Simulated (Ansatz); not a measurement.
```xyz
15

B    -0.9442    1.1643    0.6971
C     0.1208    0.0148    0.7518
C     0.1512   -0.8588    2.0143
B     0.0196   -0.6680   -0.6430
Si    0.4839    0.2011   -2.4137
H    -1.7601    1.2752    1.5815
H    -0.9426    1.9702   -0.2016
H     1.0023    0.7065    0.6622
H     1.0355   -1.5184    2.0349
H    -0.7404   -1.5065    2.0508
H     0.1601   -0.2537    2.9373
H    -0.4113   -1.8002   -0.6835
H     1.1052    1.5673   -2.3065
H     1.4452   -0.6723   -3.1778
H    -0.7469    0.3278   -3.2741
```

These are results of RKS PBE/6-31G* (Ansatz 0.2.0), not measurements.

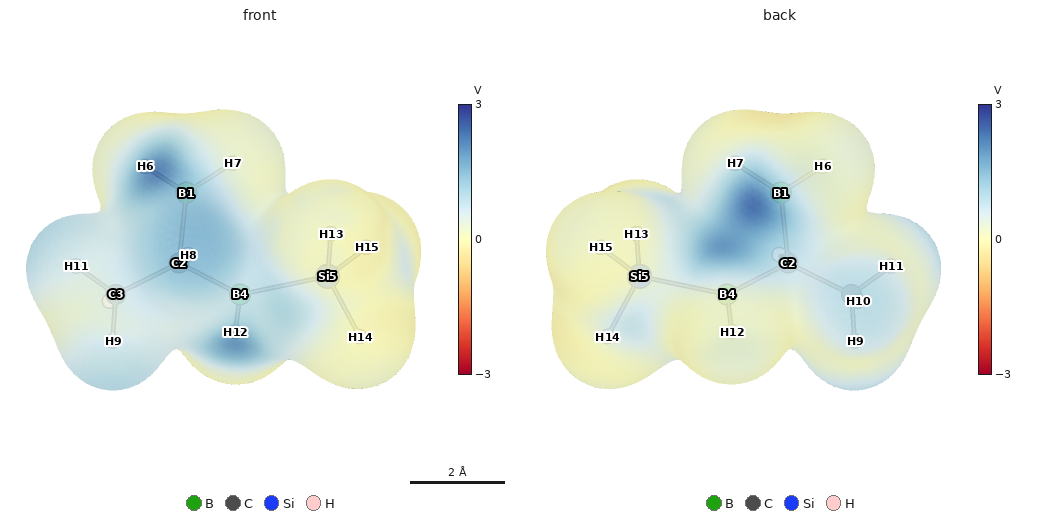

C₂H₁₀B₂Si. The electrostatic potential painted on the density surface at 0.004 e/bohr³, seen from the front and from behind; red is negative and blue positive.

### Where is the surface potential most negative and most positive?

The most negative region (about −0.2 V) lies over H7, the most positive (about +2.3 V, or +53 kcal/mol for a unit charge) over B1.
